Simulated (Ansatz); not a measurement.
# BaNiI6, from a guessed structure to a relaxed one, part 2 of 2

This structure for BaNiI6 is made up. Its elements were placed in a known structure type with a cell scaled to their sizes. What cell does the guess relax to, and how far off was it?

Ansatz 0.2.0; DFT, PBEsol, plane-wave PAW, files of the set soft_1, scalar-relativistic, ferromagnetic start, cell and ions relaxed at zero pressure; PAW set soft_1 (the session's first sound run).

So far: The structure; Relaxing cell and atoms.

### Step 2. Relaxing cell and atoms (continued)

Shortest distances by pair of elements, guess and relaxed (not always the same contact):

| pair | guess (Å) | relaxed (Å) |
| --- | --- | --- |
| I–Ni | 2.705 | 2.608 |
| I–I | 3.812 | 3.270 |
| Ba–I | 3.889 | 3.502 |
| Ba–Ni | 4.942 | 4.222 |

The relaxation ends with a largest force component of 0.0043 eV/Å and a pressure of -0.02 GPa. No moment survives the cycle: this start ends non-magnetic.

### Step 3. Electronic structure of the relaxed cell

A second self-consistent run takes a narrower smearing and the mesh shown in its input; the bands follow along the standard path of the relaxed lattice.

This step: DFT, PBEsol, plane-wave PAW, files of the set soft_1, scalar-relativistic, no spin, bands and density of states at the relaxed cell; PAW set soft_1 (Ansatz 0.2.0).

The input, input.yaml:

```yaml
crystal:
  lattice:
    - [5.336174833, 3.0808419763, 2.8145277566]
    - [-5.336174833, 3.0808419763, 2.8145277566]
    - [0.0, -6.1616839526, 2.8145277566]
  atoms:
    - { symbol: Ba, position: [0.5, 0.5, 0.5] }
    - { symbol: I, position: [0.7097895695, 0.7097895695, 0.0601108803] }
    - { symbol: I, position: [0.0601108803, 0.7097895695, 0.7097895695] }
    - { symbol: I, position: [0.7097895695, 0.0601108803, 0.7097895695] }
    - { symbol: I, position: [0.9398891197, 0.2902104305, 0.2902104305] }
    - { symbol: I, position: [0.2902104305, 0.2902104305, 0.9398891197] }
    - { symbol: I, position: [0.2902104305, 0.9398891197, 0.2902104305] }
    - { symbol: Ni, position: [0.0, 0.0, 0.0] }
kpoints:
  mp_grid: { grid: [6, 6, 6] }
  band_path:
    path:
      - [0.0, 0.0, 0.0]
      - [0.40288235, -0.59711765, 0.40288235]
      - [0.5, -0.5, 0.5]
      - [0.3057647, 0.3057647, 0.3057647]
      - [0.0, 0.0, 0.0]
      - [0.5, -0.5, 0.0]
      - [0.59711765, -0.40288235, -0.40288235]
      - [0.6942353, -0.3057647, -0.3057647]
      - [0.5, 0.0, 0.0]
      - [0.5, -0.5, 0.5]
    npoints: 8
scf:
  occupations: { method: fermi_dirac, width: 0.03 }
  n_extra_bands: 12
hamiltonian:
  xc: pbesol
  pseudopotentials: { kind: paw, azcp: { folder: soft_1 }, xc_functional: pbe }
output:
  forces: true
  stress: true
  write_bands: true
  dos: { projected: true }
  write_density: true
  write_potential: true
  elf: true
  volumetric_format: npy
```

Launch:

```
$ ansatz run input.yaml --threads 4 --pin off --max-ram 10240MiB --backend cpu --events-out ev --progress --plain --runs-dir out
```

Numbers of over 12 decimals in the logs are rounded to 6 here.

The program printed:

```text
[...]
Crystal: 8 atoms, lattice volume = 277.624 Å³
Basis set: ecut = 420 eV, 5409 PW (Γ), exchange–correlation on 96×96×96 points (8 copies of the dense FFT grid, shifted against one another)
Bands: 77, of which v1, the nominal top of the filled ones, is band 65 counted from 1 (64 counted from 0)
Symmetry: 12 space group operations
[...]
k-points: 32 of 216
[...]
SCF iter   1: F=—  HF=-56283.312697 eV  |F-HF|=—  |Δ(HF+E_count)|=         —  Δρ=1.58e-1  dr2=7.71e1  ethr=3.10e-3  ⟨swp⟩=12.0  Hψ=13092  notcnv=0  defer=7
[...]
SCF iter  14: F=-56267.333678 eV  HF=-56267.333678 eV  |F-HF|=2.50e-9  |Δ(HF+E_count)|=   1.37e-8  Δρ=1.08e-6  dr2=3.19e-9  ethr=7.69e-11  ⟨swp⟩=24.1  Hψ=20821  notcnv=0
SCF 1 converged in 14 iterations: F = -56267.333678 eV  dr2 = 3.19e-9
[...]
NSCF: frozen V_eff on 73 k-points
SCF converged after 14 iterations
Free energy (F): -56267.333678 eV
[...]
Internal energy: -56267.325878 eV  (E = F + TS)
E sigma→0 (E₀):  -56267.329778 eV
Entropy (-TS):   -0.007800 eV (-0.975 meV/atom)
Fermi energy:    7.244081 eV
[...]
--- Forces (eV/Å), atoms counted from 1 ---
  atom   1  Ba    -0.00000000    -0.00000000     0.00000000
  atom   2  I     -0.00000000    -0.01215945    -0.02825497
  atom   3  I      0.01053039     0.00607972    -0.02825497
  atom   4  I     -0.01053039     0.00607972    -0.02825497
  atom   5  I     -0.01053039    -0.00607972     0.02825497
  atom   6  I      0.00000000     0.01215945     0.02825497
  atom   7  I      0.01053039    -0.00607972     0.02825497
  atom   8  Ni    -0.00000000    -0.00000000     0.00000000
  max |Σ_I F_I| component: 6.94e-18 eV/Å
--- Stress (GPa, compression-positive) ---
        0.028452       0.000000       0.000000
        0.000000       0.028452      -0.000000
        0.000000      -0.000000      -0.229728
  P = ⅓ Tr σ = -0.0576 GPa (-0.576 kbar)
--- Band table (eV; the first three rows and the last of 32) ---
  k-point 0: bands = [... 61 lower, 7.0028, 7.0028, 7.0044, 7.0044, 7.4377, 7.6111, 10.5465, 11.1298, ... 8 higher]
  k-point 1: bands = [... 61 lower, 6.7198, 6.8861, 7.0491, 7.4045, 7.4768, 7.5744, 10.8478, 11.1236, ... 8 higher]
  k-point 2: bands = [... 61 lower, 6.6024, 6.8531, 7.0090, 7.1946, 7.4729, 8.3399, 10.7359, 11.3341, ... 8 higher]
  k-point 31: bands = [... 61 lower, 6.5760, 6.5760, 6.6275, 6.9859, 7.1282, 7.1282, 10.1674, 11.3963, ... 8 higher]
```

The job ended after 29 s (4 threads of Intel Xeon Platinum 8488C (Sapphire Rapids), shared host; peak memory 1.5 GiB; 1.8 min of CPU time).

In the SCF lines HF is the Harris–Foulkes energy and dr2 the Hartree energy of the density residual, in eV; the loop may stop once dr2 is under the threshold and the program's other checks hold. Hψ counts applications of the Hamiltonian.

This step gave:

```yaml
free_energy: -56267.3337 eV
energy_at_zero_smearing: -56267.3298 eV
smearing_term_ts: 0.007800 eV
fermi_energy: 7.244 eV
pressure: -0.05761 GPa
```

bands.tsv at the labelled points (eV, zero at the Fermi level; the bands that come nearest the Fermi level along the path):

```
point  band 62  band 63  band 64  band 65  band 66  band 67  band 68  band 69
    Γ    -0.24    -0.24    -0.24    -0.24     0.19     0.37     3.30     3.89
    P    -0.84    -0.54    -0.42    -0.42     0.36     0.36     2.97     3.94
    Z    -0.67    -0.67    -0.62    -0.26    -0.12    -0.12     2.92     4.15
    Q    -1.21    -0.50    -0.50    -0.35     1.29     1.29     3.23     3.97
    Γ    -0.24    -0.24    -0.24    -0.24     0.19     0.37     3.30     3.89
    F    -0.79    -0.75    -0.57    -0.42     0.09     1.53     3.48     3.70
   P1    -0.84    -0.54    -0.42    -0.42     0.36     0.36     2.97     3.94
   Q1    -1.21    -0.50    -0.50    -0.35     1.29     1.29     3.23     3.97
    L    -0.61    -0.34    -0.31    -0.29     0.28     1.50     3.29     4.06
    Z    -0.67    -0.67    -0.62    -0.26    -0.12    -0.12     2.92     4.15
```

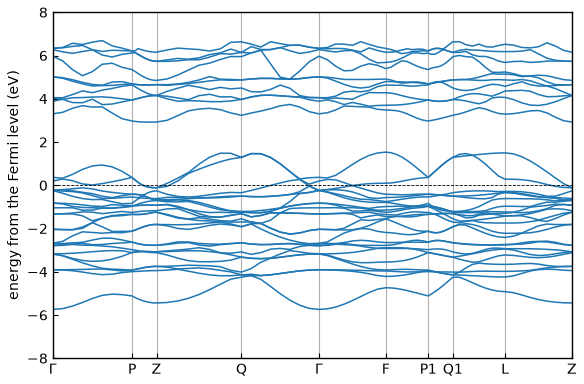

Bands along the path. 44 bands lie wholly below the window drawn.

Counts of states for the cell as run, both spins, by energy window (eV from the Fermi level):

| from | to | total |
| --- | --- | --- |
| -8 | -7 | 0.00 |
| -7 | -6 | 0.00 |
| -6 | -5 | 1.30 |
| -5 | -4 | 2.56 |
| -4 | -3 | 7.99 |
| -3 | -2 | 8.86 |
| -2 | -1 | 11.87 |
| -1 | 0 | 9.35 |
| 0 | 1 | 2.83 |
| 1 | 2 | 1.25 |
| 2 | 3 | 0.00 |
| 3 | 4 | 3.88 |
| 4 | 5 | 7.66 |
| 5 | 6 | 3.84 |

A further 88.0 states lie below the table's range.

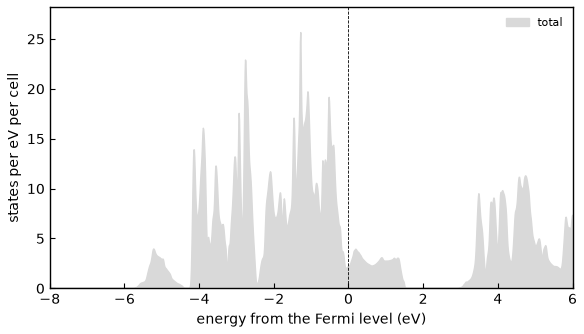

Total density of states, smoothed over about 0.04 eV.

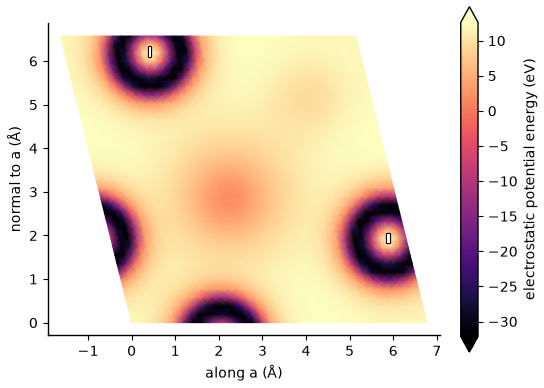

Electrostatic potential energy in the ac plane of the cell as run, not the conventional one, at fractional y = 0.290, with atoms of I within 0.2 Å of it. With pseudopotentials it is smooth inside the atoms' cores, unlike the true potential.

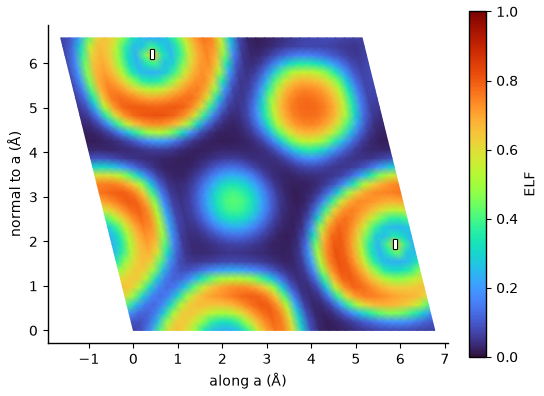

ELF in the ac plane of the cell as run, not the conventional one, at fractional y = 0.290, with atoms of I within 0.2 Å of it. It is the smooth field of the valence electrons, not physical close to the nuclei.

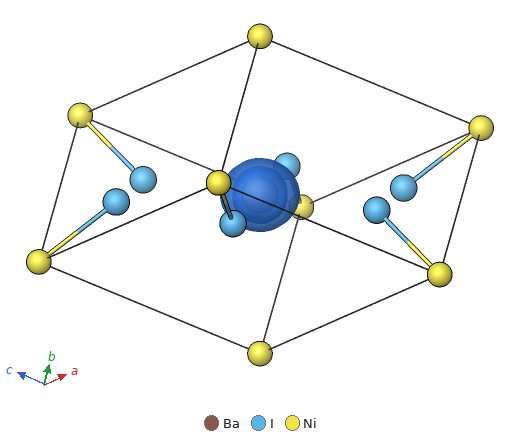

Surface of ELF = 0.85. Drawn on the cell as run, not the conventional one. Bonds to atoms that aren't drawn are left out.

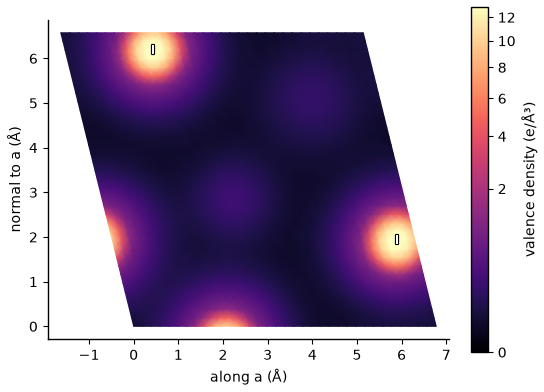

Valence density in the ac plane of the cell as run, not the conventional one, at fractional y = 0.290, with atoms of I within 0.2 Å of it. It is the smooth field of the valence electrons, not physical close to the nuclei. The colour scale is stretched toward low values.

### Step 4. Outcome

* space group, relaxed: R-3m
* conventional cell: a = 10.672, b = 10.672, c = 8.444 Å; α = 90.0°, β = 90.0°, γ = 120.0°
* volume per atom: 34.70 Å³ (guess 39.87)
* total moment: 0.00 μB in the cell of 8 atoms

**Reading.** BaNiI6 relaxes to R-3m with a = 10.672, b = 10.672 and c = 8.444 Å. The guessed volume was 15 % too large. The space group R-3m was held in the relaxation, so the end point is a stationary structure within it and may be a saddle against distortions or other arrangements. The moments died out from this one start and weren't seeded again at the relaxed cell. Bands cross the Fermi level, so it is a metal or semimetal at this level. Semilocal functionals can close a small real gap, so this isn't settled for compounds with anions. On the 6×6×6 mesh with the narrower smearing (relaxed on 4×4×4) the largest force component is 0.028 eV/Å and the largest stress component is 0.230 GPa, against the relaxation's thresholds of 0.015 eV/Å and 0.05 GPa. The cutoff wasn't tested. Spin-orbit coupling is left out, which can matter for elements this heavy. No dispersion term is used, so weakly bound directions may come out too long. Nothing here tests whether the compound is stable against decomposition.

[Logs are printed without paths, hosts, clocks, repeated set-up lines and the standing remarks that a program may print on its own settings, such as how far it seeks lower states.]

[Hosts, paths, dates, database ids (printed as entryN), source tags and the programs' standing remarks are cut or masked in the printed files.]
